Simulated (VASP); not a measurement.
# ZrTiSi2: structure and properties in VASP, part 3 of 6

Aim: relax ZrTiSi2, then compute properties on the relaxed cell. The cell is invented: it takes the structure of a Materials Project entry for ZrTiC2 (space group 166 there), with some of its atoms replaced by other elements, volume scaled by an estimate. It may not be a known or stable phase. The atoms of the start are displaced at random from the sites of a R-3m cell.

VASP 6.6.1, plane waves and PAW; the level of theory is named at each step.

So far. Step 3 (Full relaxation (LDA)): It ends with a largest force of 0.005 eV/Å and a pressure of 0.07 GPa. Step 4 (Single point with fields (LDA)): In this run the pressure is 0.07 GPa, small enough to go on.

## Step 5: Bands along the symmetry lines (LDA)

Level of this step: LDA; plane waves and PAW (Zr_sv, Ti_sv, Si); invented cell (VASP).

The mesh alone shows little of the dispersion and can miss band extrema, so KPOINTS_OPT adds a path through the symmetry points after the self-consistent cycle.

INCAR

```
SYSTEM = ZrTiSi2
PREC = Accurate
ENCUT = 400
EDIFF = 1E-06
NELM = 100
ISMEAR = -1
SIGMA = 0.05
LREAL = .FALSE.
ALGO = Normal
GGA = CA
NBANDS = 30
LORBIT = 11
LWAVE = .FALSE.
LCHARG = .FALSE.
KPAR = 2
```

POSCAR

```
ZrTiSi2
1.0
    1.8604756746      1.0741461354      5.6827879769
   -1.8604756746      1.0741461354      5.6827879769
    0.0000000000     -2.1482922608      5.6827879769
Zr Ti Si
1 1 2
Direct
    0.0000000000      0.0000000000      0.0000000000
    0.5000000000      0.5000000000      0.5000000000
    0.2426801816      0.2426801816      0.2426801816
    0.7573198184      0.7573198184      0.7573198184
```

KPOINTS

```
Automatic mesh
0
Gamma
6 6 6
0 0 0
```

KPOINTS_OPT

```
Line mode
16
Line-mode
Reciprocal
  0.00000000   0.00000000   0.00000000 GAMMA
  0.50000000   0.00000000   0.00000000 L

  0.50000000   0.00000000   0.00000000 L
  0.50000000   0.19048507  -0.19048507 B1

  0.80951493   0.50000000   0.19048507 B
  0.50000000   0.50000000   0.50000000 Z

  0.50000000   0.50000000   0.50000000 Z
  0.00000000   0.00000000   0.00000000 GAMMA

  0.00000000   0.00000000   0.00000000 GAMMA
  0.34524253   0.00000000  -0.34524253 X

  0.65475747   0.34524253   0.00000000 Q
  0.50000000   0.50000000   0.00000000 F

  0.50000000   0.50000000   0.00000000 F
  0.65475747   0.65475747   0.19048507 P1

  0.65475747   0.65475747   0.19048507 P1
  0.50000000   0.50000000   0.50000000 Z

  0.50000000   0.00000000   0.00000000 L
  0.80951493   0.34524253   0.34524253 P
```

Potentials, in the order of the species: Zr_sv, Ti_sv and Si (LDA family, release 64).

Started as:

```sh
mpirun -np 2 vasp_std
```

Log:

```text
[... set-up lines as in an earlier step ...]
 entering main loop
       N       E                     dE             d eps       ncg     rms          rms(c)
DAV:   1     0.258604065403E+03    0.25860E+03   -0.12680E+04  1920   0.921E+02
DAV:   2    -0.132100284819E+02   -0.27181E+03   -0.25635E+03  2012   0.293E+02
DAV:   3    -0.344243232344E+02   -0.21214E+02   -0.20656E+02  3232   0.732E+01
DAV:   4    -0.355284667989E+02   -0.11041E+01   -0.10957E+01  2446   0.140E+01
DAV:   5    -0.355727463683E+02   -0.44280E-01   -0.44274E-01  2818   0.249E+00    0.205E+01
DAV:   6    -0.330177625396E+02    0.25550E+01   -0.71684E+00  2248   0.259E+01    0.892E+00
DAV:   7    -0.327900922934E+02    0.22767E+00   -0.33354E+00  2402   0.201E+01    0.697E+00
DAV:   8    -0.322720580582E+02    0.51803E+00   -0.41231E-01  2494   0.618E+00    0.281E+00
DAV:   9    -0.322622159703E+02    0.98421E-02   -0.10434E-01  2820   0.228E+00    0.857E-01
DAV:  10    -0.322565162506E+02    0.56997E-02   -0.16102E-02  2294   0.127E+00    0.225E-01
DAV:  11    -0.322567927662E+02   -0.27652E-03   -0.10664E-03  2376   0.227E-01    0.117E-01
DAV:  12    -0.322567129538E+02    0.79812E-04   -0.63759E-05  2436   0.812E-02    0.471E-02
DAV:  13    -0.322567040513E+02    0.89025E-05   -0.22189E-05  2508   0.395E-02    0.119E-02
DAV:  14    -0.322567039212E+02    0.13006E-06   -0.26328E-06  2350   0.103E-02
   1 F= -.32256704E+02 E0= -.32253340E+02  d E =-.672723E-02
 Start KPOINTS_OPT (optional k-point list driver)
k-point batch [1-32\144]
       N       E                     dE             ncg
DAV:   1    -0.124807733001E+04   -0.24444E+05     1920
DAV:   2    -0.100635656178E+05   -0.88155E+04     2024
DAV:   3    -0.107829025230E+05   -0.71934E+03     3266
DAV:   4    -0.108179235911E+05   -0.35021E+02     2430
DAV:   5    -0.108193076699E+05   -0.13841E+01     2672
DAV:   6    -0.108193215675E+05   -0.13898E-01     2446
DAV:   7    -0.108193221496E+05   -0.58211E-03     2760
DAV:   8    -0.108193221643E+05   -0.14635E-04     2038
DAV:   9    -0.108193221646E+05   -0.32047E-06     1526
[...]
k-point batch [129-144\144]
       N       E                     dE             ncg
DAV:   1     0.858382443706E+04   -0.15798E+05      960
DAV:   2     0.423820135334E+04   -0.43456E+04      996
DAV:   3     0.389484231747E+04   -0.34336E+03     1570
DAV:   4     0.387562797908E+04   -0.19214E+02     1268
DAV:   5     0.387506180959E+04   -0.56617E+00     1334
DAV:   6     0.387505900201E+04   -0.28076E-02     1244
DAV:   7     0.387505894296E+04   -0.59051E-04     1362
DAV:   8     0.387505894241E+04   -0.55064E-06      956
```

The job ended after 1.9 min (2 MPI ranks of Intel Xeon Platinum 8259CL at 2.50GHz (Skylake/Cascade Lake), shared host; peak memory 0.48 GiB).

Parts of OUTCAR (step 5):

```text
   k-points           NKPTS =     32   k-points in BZ     NKDIM =     32   number of bands    NBANDS=     30

   NELECT =      32.0000    total number of electrons

 E-fermi :   8.9145

 k-point     1 :       0.0000    0.0000    0.0000
  band No.  band energies     occupation
    ...
     11       3.8696      2.00000
     12       6.5363      2.00000
     13       6.5363      2.00000
     14       8.6077      1.99568
     15       8.6077      1.99568
     16       9.2216      0.00430
     17       9.4485      0.00005
     18       9.4485      0.00005
     19      11.3396      0.00000
     20      11.3396      0.00000
    ...

  Total        0.0336129      0.0336129      0.0067531     -0.0000000      0.0000000      0.0000000
  in kB        0.7903449      0.7903449      0.1587870     -0.0000000      0.0000000      0.0000000
  external PRESSURE =       0.5798256 kB  Pullay stress =       0.0000000 kB

 POSITION                                       TOTAL-FORCE (eV/Angst)
 -----------------------------------------------------------------------------------
      0.00000      0.00000      0.00000        -0.000000      0.000000     -0.000000
      0.00000      0.00000      8.52418         0.000000      0.000000     -0.000000
      0.00000      0.00000      4.13730         0.000000      0.000000      0.005397
      0.00000      0.00000     12.91106         0.000000     -0.000000     -0.005397
 -----------------------------------------------------------------------------------
    total drift:                                0.000000      0.000000     -0.000000

  FREE ENERGIE OF THE ION-ELECTRON SYSTEM (eV)
  ---------------------------------------------------
  free  energy   TOTEN  =       -32.2567039212 eV

  energy  without entropy=      -32.2499766930  energy(sigma->0) =      -32.25334031

[... 8 parts as in an earlier step ...]

[... 8 further parts left out ...]
```

This step gave:

| Property | Result |
| --- | --- |
| bands | 30 |
| pressure | 0.05798 GPa |

The electronic bands at the labelled points (eV, zero at the Fermi level; # counts the bands kept, so #1 is VASP's band 9):

| point | #5 | #6 | #7 | #8 | #9 | #10 | #11 | #12 |
| --- | --- | --- | --- | --- | --- | --- | --- | --- |
| Γ | -2.38 | -0.31 | -0.31 | 0.31 | 0.53 | 0.53 | 2.42 | 2.42 |
| L | -2.81 | -2.05 | -1.61 | -1.25 | 1.12 | 1.42 | 1.48 | 1.70 |
| B1 | -2.91 | -2.55 | -1.26 | -1.16 | 0.65 | 1.38 | 1.67 | 2.47 |
| jump to B | -2.91 | -2.55 | -1.26 | -1.16 | 0.65 | 1.38 | 1.67 | 2.47 |
| Z | -1.60 | -1.60 | -1.27 | -1.27 | 0.55 | 0.55 | 1.10 | 1.10 |
| Γ | -2.38 | -0.31 | -0.31 | 0.31 | 0.53 | 0.53 | 2.42 | 2.42 |
| X | -2.98 | -2.55 | -1.46 | -1.07 | 0.66 | 1.53 | 1.69 | 2.39 |
| jump to Q | -2.98 | -2.55 | -1.46 | -1.07 | 0.66 | 1.53 | 1.69 | 2.39 |
| F | -2.13 | -2.04 | -1.63 | 0.01 | 0.86 | 1.18 | 1.65 | 1.89 |
| P1 | -2.07 | -2.03 | -1.75 | -0.22 | 0.72 | 1.23 | 1.67 | 2.06 |
| Z | -1.60 | -1.60 | -1.27 | -1.27 | 0.55 | 0.55 | 1.10 | 1.10 |
| jump to L | -2.81 | -2.05 | -1.61 | -1.25 | 1.12 | 1.42 | 1.48 | 1.70 |
| P | -2.07 | -2.03 | -1.75 | -0.22 | 0.72 | 1.23 | 1.67 | 2.06 |

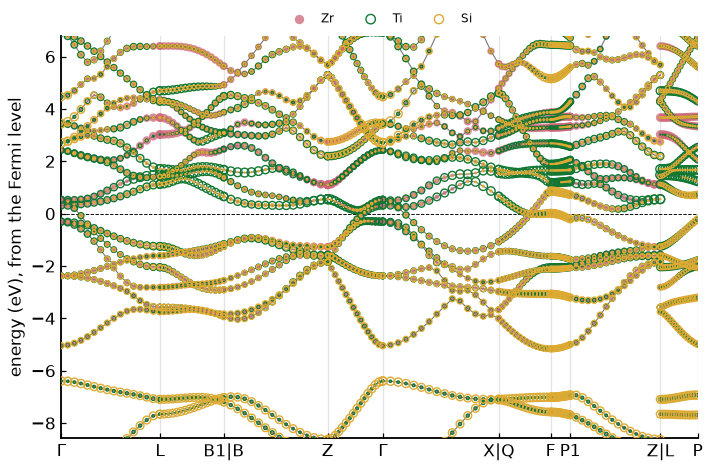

Electronic bands along the path; dots are coloured as in the legend, and their area grows with the weight.

There is no gap at this level.

Of the bands kept, 2 cross the Fermi level on this path.

## Step 6: Density of states (LDA)

Here the states are counted by energy and projected on the atoms. The mesh is finer than in the run before.

INCAR: that of step 5 with these lines changed.

```diff
@@ -5,3 +5,3 @@
 NELM = 100
-ISMEAR = -1
+ISMEAR = -5
 SIGMA = 0.05
@@ -15 +15,2 @@
 KPAR = 2
+NEDOS = 2001
```

POSCAR is that of step 5.

KPOINTS

```
Automatic mesh
0
Gamma
9 9 9
0 0 0
```

Started as:

```sh
mpirun -np 2 vasp_std
```

Log:

```text
[... set-up lines as in an earlier step ...]
 entering main loop
       N       E                     dE             d eps       ncg     rms          rms(c)
DAV:   1     0.257847016331E+03    0.25785E+03   -0.12758E+04  5108   0.922E+02
DAV:   2    -0.129241612557E+02   -0.27077E+03   -0.25631E+03  5376   0.295E+02
DAV:   3    -0.344758463684E+02   -0.21552E+02   -0.20978E+02  8566   0.731E+01
DAV:   4    -0.355301696322E+02   -0.10543E+01   -0.10461E+01  6702   0.137E+01
DAV:   5    -0.355668499640E+02   -0.36680E-01   -0.36685E-01  7234   0.226E+00    0.205E+01
DAV:   6    -0.330046944781E+02    0.25622E+01   -0.71578E+00  6092   0.258E+01    0.891E+00
DAV:   7    -0.327808781719E+02    0.22382E+00   -0.32538E+00  6360   0.201E+01    0.694E+00
DAV:   8    -0.322598560194E+02    0.52102E+00   -0.40135E-01  6532   0.618E+00    0.282E+00
DAV:   9    -0.322489363676E+02    0.10920E-01   -0.10387E-01  7366   0.232E+00    0.847E-01
DAV:  10    -0.322433608471E+02    0.55755E-02   -0.15904E-02  6042   0.127E+00    0.230E-01
DAV:  11    -0.322436231130E+02   -0.26227E-03   -0.11003E-03  6278   0.214E-01    0.110E-01
DAV:  12    -0.322435530529E+02    0.70060E-04   -0.51666E-05  6542   0.711E-02    0.455E-02
DAV:  13    -0.322435447692E+02    0.82837E-05   -0.19640E-05  6826   0.381E-02    0.116E-02
DAV:  14    -0.322435469549E+02   -0.21857E-05   -0.29355E-06  6158   0.110E-02    0.449E-03
DAV:  15    -0.322435461318E+02    0.82313E-06   -0.21322E-07  3396   0.429E-03
   1 F= -.32243546E+02 E0= -.32243546E+02  d E =0.000000E+00
 -----------------------------------------------------------------------------
|                                                                             |
|           W    W    AA    RRRRR   N    N  II  N    N   GGGG   !!!           |
|           W    W   A  A   R    R  NN   N  II  NN   N  G    G  !!!           |
|           W    W  A    A  R    R  N N  N  II  N N  N  G       !!!           |
|           W WW W  AAAAAA  RRRRR   N  N N  II  N  N N  G  GGG   !            |
|           WW  WW  A    A  R   R   N   NN  II  N   NN  G    G                |
|           W    W  A    A  R    R  N    N  II  N    N   GGGG   !!!           |
|                                                                             |
|     Tetrahedron method does not include variations of the Fermi             |
|     occupations, so forces and stress will be inaccurate. We suggest        |
|     using a different smearing scheme ISMEAR = 1 or 2 for metals in         |
|     relaxations.                                                            |
|                                                                             |
 -----------------------------------------------------------------------------
```

Elapsed: 91 s, on 2 MPI ranks; peak memory 0.52 GiB; 3 min of CPU time.

OUTCAR, selected parts (step 6):

```text
   k-points           NKPTS =     85   k-points in BZ     NKDIM =     85   number of bands    NBANDS=     30

   NELECT =      32.0000    total number of electrons

 E-fermi :   8.9215

 k-point     1 :       0.0000    0.0000    0.0000
  band No.  band energies     occupation
    ...
     11       3.8691      2.00000
     12       6.5349      2.00000
     13       6.5349      2.00000
     14       8.6042      2.00000
     15       8.6042      2.00000
     16       9.2200     -0.34658
     17       9.4453      0.00000
     18       9.4453      0.00000
     19      11.3358      0.00000
     20      11.3358      0.00000
    ...

  Total        0.0552614      0.0552614      0.0890037      0.0000000      0.0000000      0.0000000
  in kB        1.2993687      1.2993687      2.0927561      0.0000000      0.0000000      0.0000000
  external PRESSURE =       1.5638311 kB  Pullay stress =       0.0000000 kB

 POSITION                                       TOTAL-FORCE (eV/Angst)
 -----------------------------------------------------------------------------------
      0.00000      0.00000      0.00000        -0.000000      0.000000     -0.000000
      0.00000      0.00000      8.52418         0.000000      0.000000     -0.000000
      0.00000      0.00000      4.13730         0.000000     -0.000000     -0.001396
      0.00000      0.00000     12.91106         0.000000      0.000000      0.001396
 -----------------------------------------------------------------------------------
    total drift:                                0.000000      0.000000     -0.000000

  FREE ENERGIE OF THE ION-ELECTRON SYSTEM (eV)
  ---------------------------------------------------
  free  energy   TOTEN  =       -32.2435461318 eV

  energy  without entropy=      -32.2435461318  energy(sigma->0) =      -32.24354613

[... 6 parts as in an earlier step ...]

[... 10 further parts left out ...]
```

With tetrahedra the forces and stress of a metal are not exact derivatives of the energy.

This step gave:

```
SCF cycles             : 15
irreducible k-points   : 85
free energy (TOTEN)    : -32.24 eV
Fermi energy           : 8.921 eV
pressure               : 0.1564 GPa
DOS at the Fermi level : 0.6491 states/eV/cell
```

The density of states has structure finer than the step of the table below, so its rows give means over 1 eV, whole bins alone (the curve runs from -12.0 to 3.04 eV). Peaks (eV: height): total -7.1: 5.78, -2.1: 4.83, -1.7: 5.64, 1.6: 8.37; Ti d -1.7: 1.25, 1.6: 5.63, 2.4: 1.65; Zr d -1.7: 0.945, 1.5: 0.995, 2.4: 1.65, 2.7: 1.24; Si p -3.1: 0.623, -2.1: 0.710, -1.7: 0.926, -1.4: 0.8; Ti p -7.1: 0.0963, -3.1: 0.117, -2.8: 0.102, -2.5: 0.0909.

States under -12.0 eV and over 3.0 eV are left out. Table of density of states by energy, zero at the Fermi level; means over each step; 7 of 9 lines; values in states/eV/cell:

| energy (eV) | total | Ti d | Zr d | Si p | Ti p | Ti s | Zr s |
| --- | --- | --- | --- | --- | --- | --- | --- |
| -11 | 0 | 0 | 0 | 0 | 0 | 0 | 0 |
| -10 | 0.139 | 1.3e-4 | 1.0e-4 | 7.5e-4 | 6.2e-4 | 0.00802 | 0.00594 |
| -9 | 0.567 | 0.00181 | 0.00406 | 0.00628 | 0.00688 | 0.0294 | 0.0153 |
| -8 | 1.30 | 0.0208 | 0.0431 | 0.0133 | 0.0276 | 0.0276 | 0.0278 |
| -7 | 1.99 | 0.0828 | 0.0786 | 0.0101 | 0.0359 | 0.00960 | 0.0178 |
| -6 | 0.00374 | 3.5e-5 | 3.8e-5 | 2.3e-5 | 1.2e-4 | 9.1e-6 | 1.4e-5 |
| -5 | 0.215 | 0.0126 | 0.0137 | 0.0337 | 0.00169 | 0.00909 | 0.0106 |
| -4 | 1.70 | 0.126 | 0.137 | 0.279 | 0.0237 | 0.0509 | 0.0578 |
| -3 | 2.74 | 0.239 | 0.292 | 0.453 | 0.0736 | 0.0320 | 0.0187 |
| -2 | 4.15 | 0.815 | 0.679 | 0.638 | 0.0490 | 0.0107 | 0.0122 |
| -1 | 2.82 | 0.698 | 0.477 | 0.447 | 0.0230 | 0.00578 | 0.00736 |
| 0 | 1.27 | 0.405 | 0.210 | 0.130 | 0.0175 | 0.00410 | 0.00179 |
| 1 | 3.41 | 1.58 | 0.586 | 0.164 | 0.0256 | 0.0240 | 0.0134 |
| 2 | 3.59 | 1.68 | 0.838 | 0.127 | 0.0290 | 0.0370 | 0.0200 |

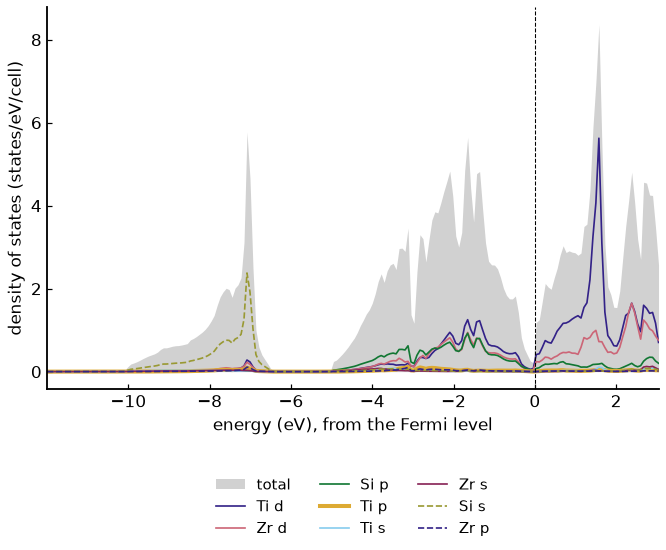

Density of states, plotted against energy.

The finer mesh and the other smearing move the Fermi level by +0.01 eV from the 6×6×6 run, a small shift, which tests the Fermi level alone. Of the states within 0.3 eV of the Fermi level, the largest shares in the PAW spheres are Ti d 33 %, Zr d 17 % and Si p 9 %. The rest lies in smaller channels or between the spheres.

(Part 3 of 6 ends here.)

[Lines on the potential files, build, host, timing and source positions are cut from VASP's logs without a mark.]

[Logs are printed without paths, hosts, clocks, repeated set-up lines and the standing remarks that a program may print on its own settings, such as how far it seeks lower states.]

[Hosts, paths, dates, database ids (printed as entryN), source tags and the programs' standing remarks are cut or masked in the printed files.]

[A measured line is paired with the nearest computed mode of its activity, which favours agreement.]
